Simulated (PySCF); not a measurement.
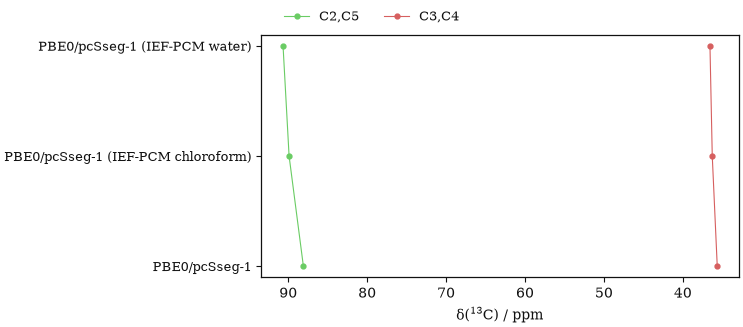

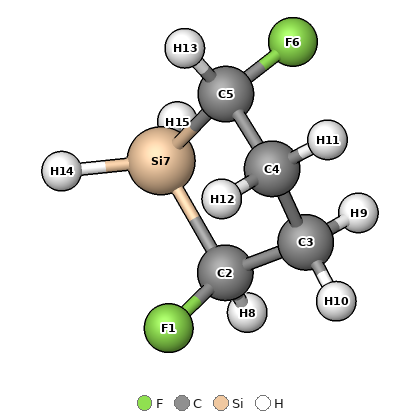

GIAO ¹³C shifts of C₄H₈F₂Si, SMILES F[C@@H]1CC[C@@H](F)[SiH2]1 at several levels, one geometry, PySCF, at a PBE0-D3(BJ)/def2-SVP geometry (no frequency check); values of one conformer, averaged over methyl-type rotors and exact or near symmetry; other conformers aren't averaged in; each against TMS at the same level.

Question: Which of the plotted signals depends most on the level, and by how much?

Answer: That of C2 and C5: from 88.1 ppm (PBE0/pcSseg-1) to 90.7 ppm (PBE0/pcSseg-1 (IEF-PCM water)), a spread of 2.6 ppm. The steadiest, C3 and C4, moves by 0.9 ppm.

Question: Do all levels give the signals in the same order?

Answer: Yes, the order of the signals is the same at every level.
